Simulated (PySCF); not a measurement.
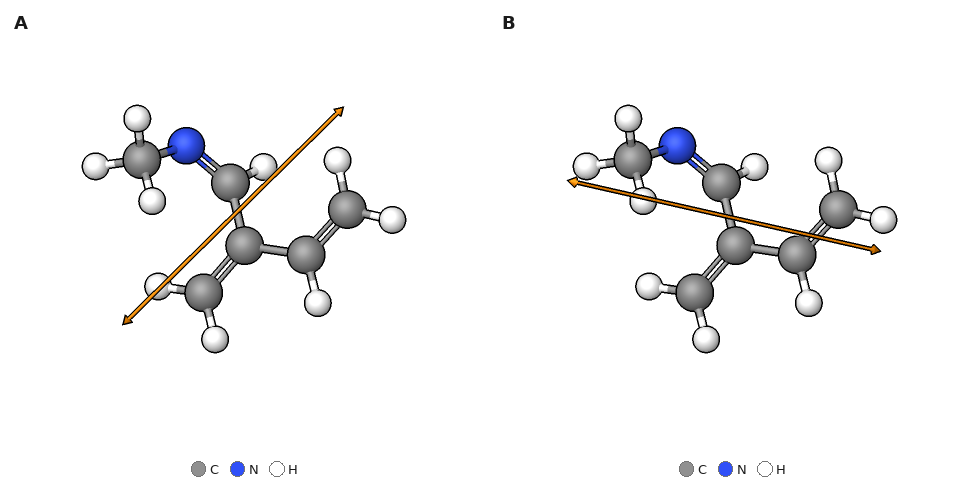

The double arrows show the directions of two transition dipoles from the ground state (lengths mean nothing). The geometry was computed by an optimisation with PBE0-D3(BJ)/def2-SVP. No frequency run is at hand to confirm it as a minimum. Properties computed with TDDFT ωB97X-D/def2-SVPD, vertical, gas phase, core orbitals frozen in the response (PySCF 2.14.0).

One belongs to singlet state 2 and one to singlet state 9. Which is which?

Answer. A: state 2, 5.60 eV (221 nm), oscillator strength 0.25, mainly HOMO → LUMO (weight 0.76).
B: state 9, 7.67 eV (162 nm), oscillator strength 0.031, mainly HOMO−4 → LUMO (weight 0.66).
